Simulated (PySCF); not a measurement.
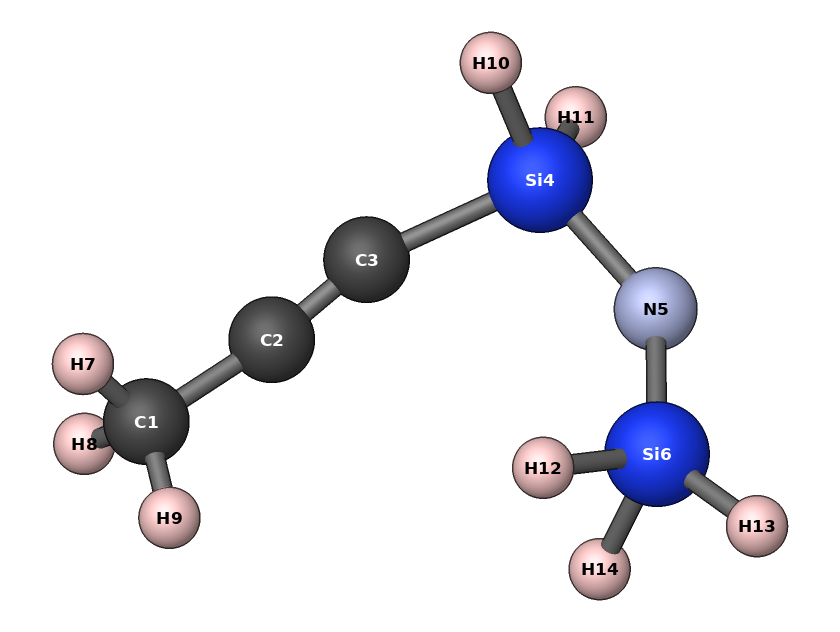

The species has charge −1 and is a spin singlet. Geometry: a frame of a GFN2-xTB molecular-dynamics simulation, not a minimum. Method: GIAO PBE0/pcSseg-1 NMR shielding, non-relativistic, gas phase (PySCF 2.14.0). Principal shieldings σ11 ≤ σ22 ≤ σ33, span Ω = σ33 − σ11, skew κ = 3(σiso − σ22)/Ω.

Give the shielding tensors of the N atoms.

```tsv
atom	σ11	σ22	σ33	σiso	Ω	κ
N5	167.5	287.0	326.6	260.4	159.1	−0.50
```

Shieldings and span in ppm.
